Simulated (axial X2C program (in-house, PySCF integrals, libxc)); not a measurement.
**RuSe⁺: EOM-IP-CCSD levels**

Wanted for RuSe⁺: EOM-IP-CCSD levels, at the two-component level.

Method: two-component X2C with atomic mean-field terms, Ru dyall-cv3z, Se dyall-cv3z; program: an in-house X2C program for linear molecules on PySCF integrals.

All values are calculated.

### 1 The job

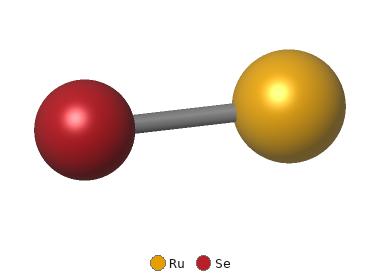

The two atoms at 2.210 Å (ruthenium amber, selenium red).

File task.json:

```json
{"zs": [44, 34], "q": 1, "bas": ["dyall-cv3z", "dyall-cv3z"], "r0": 2.21, "eom": "ip", "rq": 0, "thr": -2.0, "nmax": 95, "grid": [1, 0.96, 1.045, 0.92, 1.09, 1.15]}
```

Keys: zs atomic numbers; q charge; bas basis sets; r0 starting distance in Å; eom kind of EOM run; thr threshold in hartree for freezing inner shells (an s shell follows its p shell); nmax most natural virtual spinors; grid distances as factors.

Command:

```bash
$ python soeom.py task.json out
```

Nuclei are Gaussian, cores are contracted, and the Gaunt term is on.

### 2 EOM-IP-CCSD at 2.215 Å

Reference: the closed shell RuSe; 14 electrons correlated, 92 virtual spinors; roots sought by Ω: 1/2: 4, 3/2: 3, 5/2: 1.

Output:

```text
two-component X2C + atomic mean field  HF
basis functions 252  fitting functions 1260  grid points 5801
iter        total energy     max residual
   1      -6953.317187035     1.31e+00
   2      -6953.452395024     1.85e-02
   3      -6953.446057835     2.22e-02
   4      -6953.466977427     3.87e-03
   5      -6953.468860294     3.15e-03
   6      -6953.469789849     2.71e-03
   7      -6953.470568187     2.33e-03
   8      -6953.471246129     1.94e-03
   9      -6953.472320468     1.34e-03
  10      -6953.473034790     6.60e-04
  11      -6953.473171027     2.91e-04
  12      -6953.473194753     1.92e-04
  13      -6953.473201387     1.62e-04
  14      -6953.473208178     1.24e-04
  15      -6953.473215368     7.60e-05
  16      -6953.473217831     3.38e-05
  17      -6953.473218322     2.79e-05
  18      -6953.473218803     1.75e-05
  19      -6953.473218992     8.08e-06
  20      -6953.473219028     4.60e-06
  21      -6953.473219040     2.33e-06
  22      -6953.473219041     9.69e-07
converged
one-electron -10332.52184950  Coulomb 3244.01090437  exact exchange -219.23216616  xc functional 0.00000000  nuclear repulsion 357.40366029  atomic mean-field constant -3.13376804
correlated 14  virtual 306  natural virtual 92  E(MP2) -0.432307063  MP2 remainder -0.036678692
iter   CCSD correlation   residual
   1     -0.365025133   3.44e-01
   2     -0.390678782   2.61e-01
   3     -0.401694195   9.60e-02
   4     -0.406222125   5.36e-02
   5     -0.407875829   2.98e-02
   6     -0.408439256   1.89e-02
   7     -0.408635402   1.36e-02
   8     -0.408802829   9.57e-03
   9     -0.408832853   6.94e-03
  10     -0.408651455   5.27e-03
  11     -0.408739850   4.12e-03
  12     -0.408674636   2.99e-03
  13     -0.408725161   2.22e-03
  14     -0.408629587   1.72e-03
  15     -0.408581898   1.10e-03
  16     -0.408565135   7.10e-04
  17     -0.408547893   5.09e-04
  18     -0.408547372   3.78e-04
  19     -0.408549565   2.81e-04
  20     -0.408547533   2.06e-04
  21     -0.408549237   1.54e-04
  22     -0.408545510   1.26e-04
  23     -0.408545792   1.02e-04
  24     -0.408544617   7.49e-05
  25     -0.408544424   5.67e-05
  26     -0.408545326   4.59e-05
  27     -0.408545715   3.49e-05
  28     -0.408546315   2.59e-05
  29     -0.408547002   1.98e-05
  30     -0.408546939   1.57e-05
  31     -0.408547417   1.25e-05
  32     -0.408547367   9.81e-06
  33     -0.408547458   7.47e-06
  34     -0.408547578   5.52e-06
  35     -0.408547593   4.34e-06
(T) -0.033239873  T1 0.1358  D1 0.2676  max T2 0.103
EOM-IP-CCSD roots
2*Omega      energy/Eh   energy/eV  one-particle weight
    1       0.28898779      7.8638      0.904
    1       0.36476456      9.9257      0.842
    1       0.39037603     10.6227      0.111
    1       0.40108697     10.9141      0.335
    3       0.29951709      8.1503      0.858
    3       0.36209593      9.8531      0.772
    3       0.40218862     10.9441      0.003
    5       0.30778716      8.3753      0.749
```

T1 in the output is the amplitude norm over the root of the electron number; divide by √2 for the Lee–Taylor value.

```tsv
Ω	vertical IE (eV)	above lowest (cm⁻¹)	spinor	weight
1/2	7.864	0	31% Se pπ, 19% Se pσ, 17% Ru dσ	0.90
3/2	8.150	2310	43% Se pπ, 40% Ru dδ, 7% Ru pπ	0.86
5/2	8.375	4130	100% Ru dδ	0.75
3/2	9.853	16050	46% Ru dπ, 38% Se pπ, 10% Ru dδ	0.77
1/2	9.926	16630	45% Ru dπ, 40% Se pπ, 6% Se pσ	0.84
```

Wall time 22 s (1 thread of Arm Neoverse V1, shared host); peak memory 0.94 GiB.

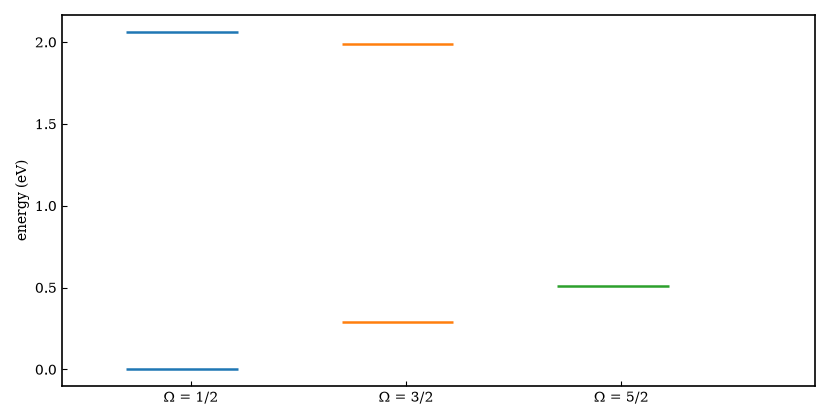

The roots by Ω, from the lowest.

### 3 EOM-IP-CCSD at 2.126 Å

```tsv
Ω	vertical IE (eV)	above lowest (cm⁻¹)	spinor	weight
1/2	7.798	0	24% Se pπ, 21% Se pσ, 19% Ru dσ	0.91
3/2	8.156	2890	50% Ru dδ, 32% Se pπ, 8% Ru dπ	0.86
5/2	8.245	3600	100% Ru dδ	0.79
3/2	10.127	18790	43% Ru dπ, 43% Se pπ, 6% Ru dδ	0.83
1/2	10.239	19690	44% Ru dπ, 43% Se pπ	0.86
```

Wall time 22 s (1 thread of Arm Neoverse V1, shared host); peak memory 0.95 GiB.

### 4 EOM-IP-CCSD at 2.315 Å

```tsv
Ω	vertical IE (eV)	above lowest (cm⁻¹)	spinor	weight
1/2	7.899	0	40% Se pπ, 16% Se pσ, 14% Ru dσ	0.90
3/2	8.092	1560	55% Se pπ, 28% Ru dδ, 8% Ru pπ	0.87
5/2	8.523	5040	100% Ru dδ	0.70
3/2	9.649	14110	51% Ru dπ, 29% Se pπ, 17% Ru dδ	0.69
1/2	9.657	14180	46% Ru dπ, 35% Se pπ, 10% Se pσ	0.81
```

Run time: 26 s. Hardware: 1 thread of Arm Neoverse V1, shared host; peak memory 0.99 GiB.

### 5 EOM-IP-CCSD at 2.038 Å

```tsv
Ω	vertical IE (eV)	above lowest (cm⁻¹)	spinor	weight
1/2	7.709	0	23% Se pσ, 21% Ru dσ, 18% Se pπ	0.92
5/2	8.123	3340	100% Ru dδ	0.82
3/2	8.132	3410	59% Ru dδ, 23% Se pπ, 9% Ru dπ	0.86
3/2	10.497	22490	46% Se pπ, 42% Ru dπ	0.85
1/2	10.622	23500	45% Se pπ, 43% Ru dπ	0.81
```

Wall time 21 s (1 thread of Arm Neoverse V1, shared host); peak memory 0.99 GiB.

### 6 EOM-IP-CCSD at 2.414 Å

```tsv
Ω	vertical IE (eV)	above lowest (cm⁻¹)	spinor	weight
1/2	7.885	0	51% Se pπ, 13% Se pσ, 11% Ru dσ	0.90
3/2	7.981	770	66% Se pπ, 19% Ru dδ, 8% Ru pπ	0.88
5/2	8.674	6360	100% Ru dδ	0.64
1/2	9.469	12770	47% Ru dπ, 28% Se pπ, 14% Se pσ	0.78
```

Run time: 22 s. Hardware: 1 thread of Arm Neoverse V1, shared host; peak memory 1 GiB.

### 7 EOM-IP-CCSD at 2.547 Å

```tsv
Ω	vertical IE (eV)	above lowest (cm⁻¹)	spinor	weight
3/2	7.788	0	76% Se pπ, 11% Ru dδ, 7% Ru pπ	0.90
1/2	7.807	150	64% Se pπ, 9% Se pσ, 7% Ru sσ	0.90
1/2	9.328	12420	45% Ru dπ, 21% Se pσ, 19% Se pπ	0.73
```

Run time: 24 s. Hardware: 1 thread of Arm Neoverse V1, shared host; peak memory 1 GiB.

### 8 Curves of the states

Energies in eV from the lowest point of the lowest state; states are followed by energy order within each Ω.

```tsv
R (Å)	(1)Ω=1/2	(1)Ω=3/2	(2)Ω=1/2
2.038	0.1328	0.5559	3.0466
2.126	0.0000	0.3583	2.4407
2.215	0.0529	0.3394	2.1149
2.315	0.2449	0.4383	2.0031
2.414	0.5038	0.5994	2.0874
2.547	0.8907	0.8716	2.4111
```

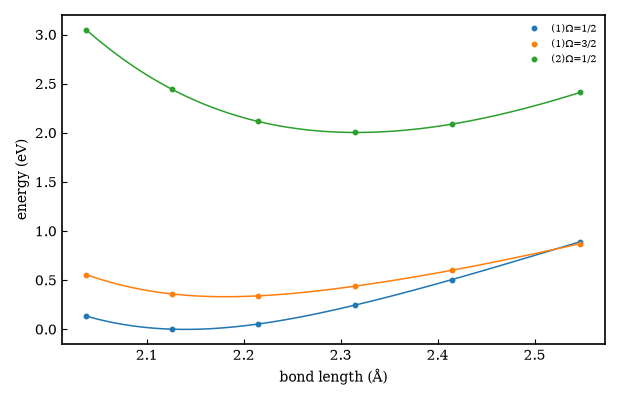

The states along the bond.

### 9 What came out

```
                     quantity                            value
       lowest root at 2.215 Å                Ω = 1/2, 7.864 eV
next root led by one particle  Ω = 3/2, about 2310 cm⁻¹ higher
          T1 of the reference                            0.096
```

**Reading.** Removing an electron from the reference determinant of RuSe costs 7.86 eV and empties a spinor of 31% Se pπ, 19% Se pσ, 17% Ru dσ. The closed-shell reference lies 1.40 eV above the lowest determinant found, so these energies count from an excited configuration. Errors of 0.1 to 0.3 eV are usual at this size, and roots led by higher excitations are left out, so the list is incomplete, and low states of that kind can be missing. T1 or the largest double amplitude of the reference is raised, which lowers the reliability.
